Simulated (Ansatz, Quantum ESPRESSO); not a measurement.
# Work function of Al(111), 5 layers, one monolayer of Li on top sites, part 3 of 5

Wanted: work functions and the surface dipole of Al(111), 5 layers, one monolayer of Li on top sites at several levels, with their cost.

Quantum ESPRESSO 7.5; plane-wave DFT, PBE, GBRV ultrasoft pseudopotentials; geometry and cross-check by Ansatz 0.2.0 with PAW datasets.

So far. Step 5 (Macroscopic average): Where the running mean is not flat inside, average.x's window, rounded to the grid, doesn't match the spacings there. Step 6 (Valence density): The density integrates to 18.000 electrons, as the 18 of the input ask.

**7. Projections on atomic orbitals**

Projections on atomic orbitals tell which layers and orbitals hold the states near the zero of energy.

pdos.in

```
&projwfc
  prefix = 'scf'
  outdir = './out'
  filpdos = 'pdos'
  Emin = -6.535
  Emax = 5.465
  DeltaE = 0.1
  ngauss = 0
  degauss = 0.01
/
```

Run with:

```sh
> OMP_NUM_THREADS=1 mpirun -n 2 projwfc.x -in pdos.in > pdos.out
```

The log of the run:

```text
[banner, memory and clock lines left out]
Program PROJWFC v.7.5 starts

          URL

     ./out/scf.save/

     IMPORTANT: XC functional enforced from input :
     Exchange-correlation= PBE
                           (   1   4   3   4   0   0   0)
     Any further DFT definition will be discarded
     Please, verify this is what you really want

     negative rho (up, down):  1.510E-04 0.000E+00

     Adding external electric field

     Computed dipole along edir(3) :
        Dipole                0.0092 Ry au,          0.0234 Debye
        Dipole field          0.0001 Ry au,

        Potential amp.       -0.0088 Ry
        Total length         51.4364 bohr

     Gaussian broadening (read from input): ngauss,degauss=   0    0.010000

     Calling projwave ....

  Problem Sizes
  natomwfc =           25
  nbnd     =           13
  nkstot   =           74
  npwx     =         2990
  nkb      =           54

     Atomic states used for projection
     (read from pseudopotential files):

     state #   1: atom   1 (Al ), wfc  1 (l=0 m= 1)
     state #   2: atom   1 (Al ), wfc  2 (l=1 m= 1)
     state #   3: atom   1 (Al ), wfc  2 (l=1 m= 2)
     state #   4: atom   1 (Al ), wfc  2 (l=1 m= 3)
     state #   5: atom   2 (Al ), wfc  1 (l=0 m= 1)
     state #   6: atom   2 (Al ), wfc  2 (l=1 m= 1)
     state #   7: atom   2 (Al ), wfc  2 (l=1 m= 2)
     state #   8: atom   2 (Al ), wfc  2 (l=1 m= 3)
     state #   9: atom   3 (Al ), wfc  1 (l=0 m= 1)
     state #  10: atom   3 (Al ), wfc  2 (l=1 m= 1)
     state #  11: atom   3 (Al ), wfc  2 (l=1 m= 2)
     state #  12: atom   3 (Al ), wfc  2 (l=1 m= 3)
     state #  13: atom   4 (Al ), wfc  1 (l=0 m= 1)
     state #  14: atom   4 (Al ), wfc  2 (l=1 m= 1)
     state #  15: atom   4 (Al ), wfc  2 (l=1 m= 2)
     state #  16: atom   4 (Al ), wfc  2 (l=1 m= 3)
     state #  17: atom   5 (Al ), wfc  1 (l=0 m= 1)
     state #  18: atom   5 (Al ), wfc  2 (l=1 m= 1)
     state #  19: atom   5 (Al ), wfc  2 (l=1 m= 2)
     state #  20: atom   5 (Al ), wfc  2 (l=1 m= 3)
     state #  21: atom   6 (Li ), wfc  1 (l=0 m= 1)
     state #  22: atom   6 (Li ), wfc  2 (l=0 m= 1)
     state #  23: atom   6 (Li ), wfc  3 (l=1 m= 1)
     state #  24: atom   6 (Li ), wfc  3 (l=1 m= 2)
     state #  25: atom   6 (Li ), wfc  3 (l=1 m= 3)

[... projections of each state ...]
Lowdin Charges:

     Atom #   1: total charge =   2.9469, s =  1.0262,
     Atom #   1: total charge =   2.9469, p =  1.9206, pz=  0.5754, px=  0.6726, py=  0.6726,
     Atom #   2: total charge =   2.9538, s =  0.9337,
     Atom #   2: total charge =   2.9538, p =  2.0200, pz=  0.6776, px=  0.6712, py=  0.6712,
     Atom #   3: total charge =   2.9605, s =  0.9372,
     Atom #   3: total charge =   2.9605, p =  2.0233, pz=  0.6779, px=  0.6727, py=  0.6727,
     Atom #   4: total charge =   2.9516, s =  0.9316,
     Atom #   4: total charge =   2.9516, p =  2.0199, pz=  0.6661, px=  0.6769, py=  0.6769,
     Atom #   5: total charge =   2.8621, s =  0.9505,
     Atom #   5: total charge =   2.8621, p =  1.9116, pz=  0.6197, px=  0.6460, py=  0.6460,
     Atom #   6: total charge =   3.0956, s =  2.3133,
     Atom #   6: total charge =   3.0956, p =  0.7824, pz=  0.2232, px=  0.2796, py=  0.2796,
     Spilling Parameter:   0.0128
```

Run time: 1.8 s. Hardware: 2 MPI ranks of AMD EPYC 7R43, shared host; peak memory 0.11 GiB.

This step gave:

* spilling of the projection: 0.0128

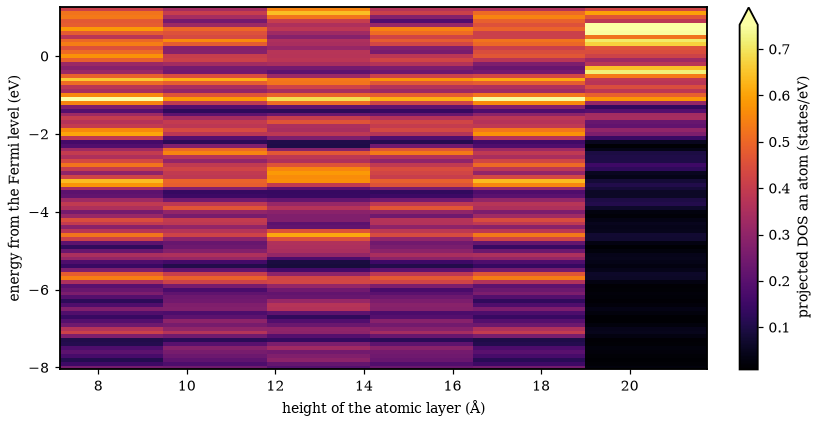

Projected DOS an atom over height of the atomic layer and energy from the Fermi level. Columns are the atomic layers from the bottom up.

The atomic orbitals miss 1.3 % of the occupied states; for empty states the projections can miss much more.

**8. Ground state: open boundaries by the effective screening medium**

The effective screening medium with bc1 puts vacuum on both sides and removes the images along the normal. The slab must sit about z = 0, symmetry is kept, and the .esm1 file holds the planar potential.

esm.in

```
&control
  prefix = 'esm'
  outdir = './out'
  pseudo_dir = './pseudo'
  calculation = 'scf'
  tprnfor = .true.
/
&system
  ibrav = 0
  nat = 6
  ntyp = 2
  ecutwfc = 40
  ecutrho = 200
  occupations = 'smearing'
  smearing = 'mv'
  degauss = 0.02
  assume_isolated = 'esm'
  esm_bc = 'bc1'
/
&electrons
  conv_thr = 1e-07
  mixing_beta = 0.4
  electron_maxstep = 120
  mixing_mode = 'local-TF'
/
ATOMIC_SPECIES
  Al  26.9815  al_pbe_v1.uspp.F.UPF
  Li  6.9400  li_pbe_v1.4.uspp.F.UPF
CELL_PARAMETERS angstrom
  2.86378246382125 0.00000000000000 0.00000000000000
  1.43189123191063 2.48010836458159 0.00000000000000
  0.00000000000000 0.00000000000000 28.35307436090000
ATOMIC_POSITIONS crystal
  Al  0.666666666667 0.666666666667 -0.212903758351
  Al  0.000000000000 0.000000000000 -0.130434091751
  Al  0.333333333333 0.333333333333 -0.047964425051
  Al  0.666666666667 0.666666666667 0.033700623600
  Al  0.000000000000 -0.000000000000 0.115700898916
  Li  0.000000000000 -0.000000000000 0.212903758351
K_POINTS automatic
  12 12 1 0 0 0
```

Run with:

```sh
> OMP_NUM_THREADS=1 mpirun -n 2 pw.x -nk 2 -in esm.in > esm.out
```

The log of the run:

```text
[banner, memory and clock lines left out]
Program PWSCF v.7.5 starts

          URL

     Message from routine setup:
     using ibrav=0 with symmetry is DISCOURAGED, use correct ibrav instead

     G-vector sticks info

     bravais-lattice index     =            0
     lattice parameter (alat)  =       5.4118  a.u.
     unit-cell volume          =    1358.9624 (a.u.)^3
     number of atoms/cell      =            6
     number of atomic types    =            2
     number of electrons       =        18.00
     number of Kohn-Sham states=           13
     kinetic-energy cutoff     =      40.0000  Ry
     charge density cutoff     =     200.0000  Ry
     scf convergence threshold =      1.0E-07
     mixing beta               =       0.4000
     number of iterations used =            8  local-TF  mixing
     Exchange-correlation=  SLA  PW   PBX  PBC
                           (   1   4   3   4   0   0   0)

     Effective Screening Medium Method
     Boundary Conditions: Vacuum-Slab-Vacuum
     total charge in unit cell        =   0.0000
     grid points for fit at edges     =        4

     celldm(1)=   5.411765  celldm(2)=   0.000000  celldm(3)=   0.000000
     celldm(4)=   0.000000  celldm(5)=   0.000000  celldm(6)=   0.000000

     crystal axes: (cart. coord. in units of alat)
               a(1) = (   1.000000   0.000000   0.000000 )
               a(2) = (   0.500000   0.866025   0.000000 )
               a(3) = (   0.000000   0.000000   9.900568 )

     reciprocal axes: (cart. coord. in units 2 pi/alat)
               b(1) = (  1.000000 -0.577350  0.000000 )
               b(2) = (  0.000000  1.154701  0.000000 )
               b(3) = (  0.000000  0.000000  0.101004 )

     PseudoPot. # 1 for Al read from file:
     ./pseudo/al_pbe_v1.uspp.F.UPF
     Pseudo is Ultrasoft + core correction, Zval =  3.0
     Generated by new atomic code, or converted to UPF format
     Using radial grid of  893 points,  3 beta functions with:
                l(1) =   0
                l(2) =   1
                l(3) =   2
     Q(r) pseudized with  8 coefficients,  rinner =    0.900   0.900   0.900
                                                       0.900   0.900

     PseudoPot. # 2 for Li read from file:
     ./pseudo/li_pbe_v1.4.uspp.F.UPF
     Pseudo is Ultrasoft, Zval =  3.0
     Generated by new atomic code, or converted to UPF format
     Using radial grid of  751 points,  5 beta functions with:
                l(1) =   0
                l(2) =   0
                l(3) =   0
                l(4) =   1
                l(5) =   1
     Q(r) pseudized with 10 coefficients,  rinner =    1.150   1.150   1.150

     atomic species   valence    mass     pseudopotential
     Al                3.00    26.98150     Al( 1.00)
     Li                3.00     6.94000     Li( 1.00)

      6 Sym. Ops. (no inversion) found

   Cartesian axes

[...]
estimated scf accuracy    <       0.00225120 Ry

     iteration #113     ecut=    40.00 Ry     beta= 0.40
     Davidson diagonalization with overlap
     ethr =  9.74E-06,  avg # of iterations =  2.6

     negative rho (up, down):  1.123E-03 0.000E+00

     total energy              =     -47.94833715 Ry
     estimated scf accuracy    <       0.00040275 Ry

     iteration #114     ecut=    40.00 Ry     beta= 0.40
     Davidson diagonalization with overlap
     c_bands:  2 eigenvalues not converged
     c_bands:  1 eigenvalues not converged
     c_bands:  1 eigenvalues not converged
     c_bands:  1 eigenvalues not converged
     c_bands:  2 eigenvalues not converged
     c_bands:  2 eigenvalues not converged
     ethr =  2.24E-06,  avg # of iterations = 15.3

     negative rho (up, down):  7.393E-04 0.000E+00

     total energy              =     -47.94852655 Ry
     estimated scf accuracy    <       0.00034739 Ry

     iteration #115     ecut=    40.00 Ry     beta= 0.40
     Davidson diagonalization with overlap
     c_bands:  2 eigenvalues not converged
     c_bands:  1 eigenvalues not converged
     c_bands:  1 eigenvalues not converged
     ethr =  1.93E-06,  avg # of iterations =  6.6

     negative rho (up, down):  5.881E-04 0.000E+00

     total energy              =     -47.94852239 Ry
     estimated scf accuracy    <       0.00029743 Ry

     iteration #116     ecut=    40.00 Ry     beta= 0.40
     Davidson diagonalization with overlap
     c_bands:  1 eigenvalues not converged
     c_bands:  1 eigenvalues not converged
     ethr =  1.65E-06,  avg # of iterations =  5.1

     negative rho (up, down):  1.069E-03 0.000E+00

     total energy              =     -47.94863953 Ry
     estimated scf accuracy    <       0.00041735 Ry

     iteration #117     ecut=    40.00 Ry     beta= 0.40
     Davidson diagonalization with overlap
     c_bands:  1 eigenvalues not converged
     ethr =  1.65E-06,  avg # of iterations =  2.1

     negative rho (up, down):  6.986E-04 0.000E+00

     total energy              =     -47.94861550 Ry
     estimated scf accuracy    <       0.00107213 Ry

     iteration #118     ecut=    40.00 Ry     beta= 0.40
     Davidson diagonalization with overlap
     ethr =  1.65E-06,  avg # of iterations =  3.9

     negative rho (up, down):  6.107E-04 0.000E+00

     total energy              =     -47.94862905 Ry
     estimated scf accuracy    <       0.00046159 Ry

     iteration #119     ecut=    40.00 Ry     beta= 0.40
     Davidson diagonalization with overlap
     ethr =  1.65E-06,  avg # of iterations =  1.7

     negative rho (up, down):  4.556E-04 0.000E+00

     total energy              =     -47.94861134 Ry
     estimated scf accuracy    <       0.00015412 Ry

     iteration #120     ecut=    40.00 Ry     beta= 0.40
     Davidson diagonalization with overlap
     ethr =  8.56E-07,  avg # of iterations =  4.2

     negative rho (up, down):  3.547E-04 0.000E+00

     total energy              =     -47.94855857 Ry
     estimated scf accuracy    <       0.00003688 Ry

     End of self-consistent calculation

     convergence NOT achieved after 120 iterations: stopping

     XML data file, charge density

                                        0.00s GPU  (    9975 calls)

Note: The following floating-point exceptions are signalling: IEEE_DIVIDE_BY_ZERO IEEE_UNDERFLOW_FLAG IEEE_DENORMAL
Note: The following floating-point exceptions are signalling: IEEE_DIVIDE_BY_ZERO IEEE_UNDERFLOW_FLAG IEEE_DENORMAL
```

Run time: 3.4 min. Hardware: 2 MPI ranks; peak memory 0.26 GiB.

The run ended without convergence. The estimated SCF accuracy went from 626 Ry in the first cycle kept to 3.69e-05 Ry at best and 3.69e-05 Ry in the last.

More iterations help only where the error still falls; otherwise the mixing, the start or the set-up has to change.

**9. Ground state: PBEsol, PseudoDojo norm-conserving**

Next, another level on the same atoms.

Level of this step: plane-wave DFT, PBEsol, PseudoDojo norm-conserving pseudopotentials (Quantum ESPRESSO 7.5).

dojo-pbesol.in is the input of step 8 with these lines changed:

```diff
@@ -1,3 +1,3 @@
 &control
-  prefix = 'esm'
+  prefix = 'dojo-pbesol'
   outdir = './out'
@@ -11,4 +11,4 @@
   ntyp = 2
-  ecutwfc = 40
-  ecutrho = 200
+  ecutwfc = 66
+  ecutrho = 264
   occupations = 'smearing'
@@ -26,4 +26,4 @@
 ATOMIC_SPECIES
-  Al  26.9815  al_pbe_v1.uspp.F.UPF
-  Li  6.9400  li_pbe_v1.4.uspp.F.UPF
+  Al  26.9815  Al.dojo-sr-pbesol-0.4.1-standard.upf
+  Li  6.9400  Li.dojo-sr-pbesol-0.4.1-standard.upf
 CELL_PARAMETERS angstrom
```

Run with:

```sh
> OMP_NUM_THREADS=1 mpirun -n 2 pw.x -nk 2 -in dojo-pbesol.in > dojo-pbesol.out
```

The log of the run:

```text
[banner, memory and clock lines left out]
Program PWSCF v.7.5 starts
[citation notice left out]

[...]
Message from routine setup:
[...]
bravais-lattice index     =            0
     lattice parameter (alat)  =       5.4118  a.u.
     unit-cell volume          =    1358.9624 (a.u.)^3
     number of atoms/cell      =            6
     number of atomic types    =            2
     number of electrons       =        18.00
     number of Kohn-Sham states=           13
     kinetic-energy cutoff     =      66.0000  Ry
     charge density cutoff     =     264.0000  Ry
     scf convergence threshold =      1.0E-07
     mixing beta               =       0.4000
     number of iterations used =            8  local-TF  mixing
     Exchange-correlation= PBESOL
                           (   1   4  10   8   0   0   0)

     Effective Screening Medium Method
     Boundary Conditions: Vacuum-Slab-Vacuum
     total charge in unit cell        =   0.0000
     grid points for fit at edges     =        4

[...]
PseudoPot. # 1 for Al read from file:
     ./pseudo/Al.dojo-sr-pbesol-0.4.1-standard.upf
     Pseudo is Norm-conserving + core correction, Zval =  3.0
     Generated using ONCVPSP code by D. R. Hamann
     Using radial grid of 1876 points,  6 beta functions with:
                l(1) =   0
                l(2) =   0
                l(3) =   1
                l(4) =   1
                l(5) =   2
                l(6) =   2

     PseudoPot. # 2 for Li read from file:
     ./pseudo/Li.dojo-sr-pbesol-0.4.1-standard.upf
     Pseudo is Norm-conserving, Zval =  3.0
     Generated using ONCVPSP code by D. R. Hamann
     Using radial grid of 1944 points,  4 beta functions with:
                l(1) =   0
                l(2) =   0
                l(3) =   1
                l(4) =   1

     atomic species   valence    mass     pseudopotential
     Al                3.00    26.98150     Al( 1.00)
     Li                3.00     6.94000     Li( 1.00)

      6 Sym. Ops. (no inversion) found

[...]
number of k points=    19  Marzari-Vanderbilt smearing, width (Ry)=  0.0200
[...]
Dense  grid:    97969 G-vectors     FFT dimensions: (  27,  27, 288)

     Initial potential from superposition of free atoms

     starting charge      17.9836, renormalised to      18.0000

     negative rho (up, down):  9.875E-06 0.000E+00
     Starting wfcs are   22 randomized atomic wfcs

     per-process dynamical memory:    88.3 Mb

     Self-consistent Calculation

     iteration #  1     ecut=    66.00 Ry     beta= 0.40
     Davidson diagonalization with overlap
     ethr =  1.00E-02,  avg # of iterations =  5.0

     total energy              =     -37.19833015 Ry
     estimated scf accuracy    <       0.41558682 Ry

     iteration #  2     ecut=    66.00 Ry     beta= 0.40
[...]
total energy              =     -37.33396264 Ry
     estimated scf accuracy    <       0.26212444 Ry

     iteration #  3     ecut=    66.00 Ry     beta= 0.40
[...]
total energy              =     -37.36134874 Ry
     estimated scf accuracy    <       0.03808179 Ry

     iteration #  4     ecut=    66.00 Ry     beta= 0.40
[...]
c_bands:  2 eigenvalues not converged
     c_bands:  1 eigenvalues not converged
     c_bands:  1 eigenvalues not converged
     c_bands:  2 eigenvalues not converged
     c_bands:  1 eigenvalues not converged
[...]
total energy              =     -37.43464417 Ry
     estimated scf accuracy    <       0.08765415 Ry

     iteration #  5     ecut=    66.00 Ry     beta= 0.40
[...]
c_bands:  2 eigenvalues not converged
     c_bands:  1 eigenvalues not converged
[...]
total energy              =     -37.43044669 Ry
     estimated scf accuracy    <       0.07607692 Ry

     iteration #  6     ecut=    66.00 Ry     beta= 0.40
[...]
total energy              =     -37.43293051 Ry
     estimated scf accuracy    <       0.01152110 Ry

[...]
iteration # 43     ecut=    66.00 Ry     beta= 0.40
[...]
negative rho (up, down):  3.154E-06 0.000E+00

[...]
total energy              =     -37.43863225 Ry
     estimated scf accuracy    <       0.00000019 Ry

     iteration # 44     ecut=    66.00 Ry     beta= 0.40
[...]
negative rho (up, down):  1.899E-06 0.000E+00

[...]
total energy              =     -37.43862963 Ry
     estimated scf accuracy    <       0.00000011 Ry

     iteration # 45     ecut=    66.00 Ry     beta= 0.40
[...]
total energy              =     -37.43863132 Ry
     estimated scf accuracy    <       0.00000017 Ry

     iteration # 46     ecut=    66.00 Ry     beta= 0.40
[...]
End of self-consistent calculation

          k = 0.0000 0.0000 0.0000 ( 12145 PWs)   bands (ev):

   -50.3930 -14.9100 -14.2279 -13.1309 -11.6397  -9.8099  -7.9414  -6.0373
    -4.9484  -3.2070  -1.3609  -0.4523   0.3167

          k = 0.0000 0.0962 0.0000 ( 12186 PWs)   bands (ev):

   -50.3913 -14.7433 -14.0618 -12.9659 -11.4760  -9.6476  -7.7882  -5.9001
    -4.8005  -3.0528  -1.2154  -0.2911   0.4747

[...]
the Fermi energy is    -4.0206 ev

!    total energy              =     -37.43862953 Ry
     estimated scf accuracy    <          5.9E-09 Ry
     smearing contrib. (-TS)   =      -0.00038455 Ry
     internal energy E=F+TS    =     -37.43824498 Ry

     The total energy is F=E-TS. E is the sum of the following terms:
     one-electron contribution =    1448.44445024 Ry
     hartree contribution      =    -725.25504747 Ry
     xc contribution           =     -13.91028870 Ry
     ewald contribution        =    -746.71735905 Ry

     convergence has been achieved in  46 iterations

     Forces acting on atoms (cartesian axes, Ry/au):

     atom    1 type  1   force =     0.00000000    0.00000000    0.00254330
     atom    2 type  1   force =     0.00000000    0.00000000    0.00297594
     atom    3 type  1   force =     0.00000000    0.00000000   -0.00301250
     atom    4 type  1   force =     0.00000000    0.00000000   -0.00022290
     atom    5 type  1   force =     0.00000000    0.00000000   -0.00168022
     atom    6 type  2   force =    -0.00000000   -0.00000000   -0.00057739

     Total force =     0.005254     Total SCF correction =     0.000101

[...]
```

Run time: 2.1 min. Hardware: 2 MPI ranks; peak memory 0.34 GiB.

Numbers from this step:

```
free energy                                                    : -509.3785 eV
Fermi energy                                                   : -4.021 eV
vacuum line at the lower end of the cell, over the Fermi level : 4.114 eV
vacuum line at the upper end of the cell, over the Fermi level : 3.927 eV
```

The potential energy, planar mean oscillates, so the rows of the table below give means over windows of 2.37 Å about each position, cut where the curve ends. Its maxima inside the range that stand out by 2 % of the span (Å: eV): -4.8: -0.463, -2.6: -0.431, -0.2: -0.560, 2.2: -0.536, 4.8: 2.08. Its minima: -6.0: -17.8, -3.7: -17.8, -1.4: -17.9, 1.0: -17.8, 3.2: -17.9, 6.0: -5.13.

Electrostatic potential energy of an electron; zero at the Fermi level. Potential energy, planar mean against z; means over each step:

```tsv
z (Å)	potential energy, planar mean (eV)
-12.99	4.11
-10.62	4.11
-8.26	3.44
-5.89	-7.48
-3.52	-7.55
-1.15	-7.59
1.22	-7.57
3.59	-7.00
5.96	-1.33
8.33	3.42
10.70	3.92
13.07	3.93
```

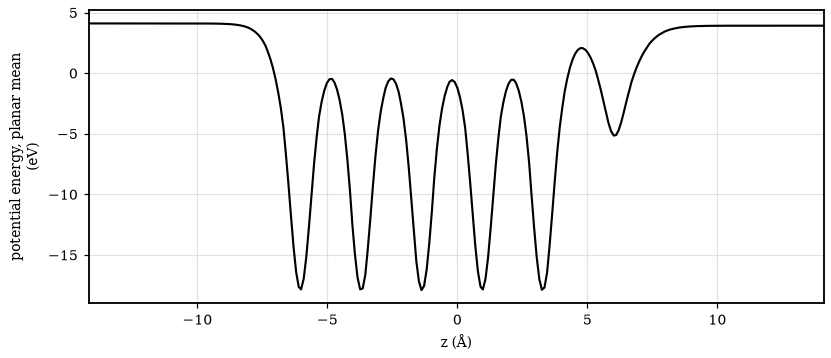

Potential energy, planar mean against z.

The vacuum levels are read from the outermost 0.7 Å of the cell on either side.

(Part 3 of 5 ends here.)

[Logs are printed without paths, hosts, clocks, repeated set-up lines and the standing remarks that a program may print on its own settings, such as how far it seeks lower states.]

[Hosts, paths, dates, database ids (printed as entryN), source tags and the programs' standing remarks are cut or masked in the printed files.]

[Maps of the electrostatic potential energy from Ansatz leave out the sawtooth potential of an applied field or a dipole correction, so their vacuum need not be flat; planar profiles and work functions include it.]
